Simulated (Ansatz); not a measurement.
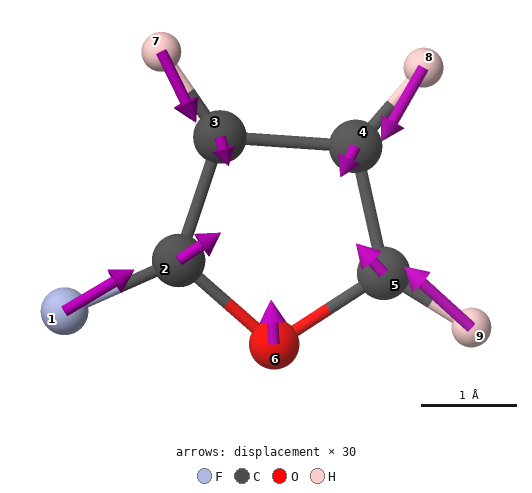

A relaxation of C$_{4}$H$_{3}$FO. The starting structure is drawn; purple arrows show the displacements, 30 times their true length. The two geometries are superimposed by the best rigid fit.

A ball-and-stick model, seen face on.

The start comes from PBE-D4/def2-SVP.

The calculation used RKS PBE0-D4/def2-TZVP (Ansatz 0.2.0).

Input
```yaml
crystal:
  periodic: [false, false, false]
  atoms:
    - {symbol: F, position_ang: [0.990854, 1.137965, -2.014597]}
    - {symbol: C, position_ang: [0.471556, 0.544019, -0.957547]}
    - {symbol: C, position_ang: [0.736485, -0.657451, -0.352512]}
    - {symbol: C, position_ang: [-0.181359, -0.709632, 0.756845]}
    - {symbol: C, position_ang: [-0.910340, 0.452192, 0.722670]}
    - {symbol: O, position_ang: [-0.507943, 1.231003, -0.338731]}
    - {symbol: H, position_ang: [1.482585, -1.395578, -0.660494]}
    - {symbol: H, position_ang: [-0.281655, -1.518758, 1.488996]}
    - {symbol: H, position_ang: [-1.711585, 0.869938, 1.338470]}
basis:
  gaussian: {orbitals: def2-TZVP}
hamiltonian: {xc: pbe0, dispersion: d4}
relax: {f_tol: 0.005, max_steps: 150}
```

Run as
```bash
ansatz run in.yaml --threads 4 --pin off --events-out ev --progress --plain --max-ram 10444MiB
```

> What did the optimiser do to the structure, and how much energy did it gain?

The energy falls by 1.37 kcal/mol in 4 geometry steps. Largest force component: 0.6 eV/Å at the start, 0.0035 eV/Å at the end. The largest move after the best rigid fit is that of H9, 0.032 Å. By element the largest moves are H 0.032 Å, F 0.029 Å, C 0.018 Å, O 0.016 Å. Some distances before and after: C2–C3 1.371 → 1.348 Å, C4–H8 1.096 → 1.078 Å, C3–H7 1.094 → 1.076 Å, C2–O6 1.347 → 1.331 Å.
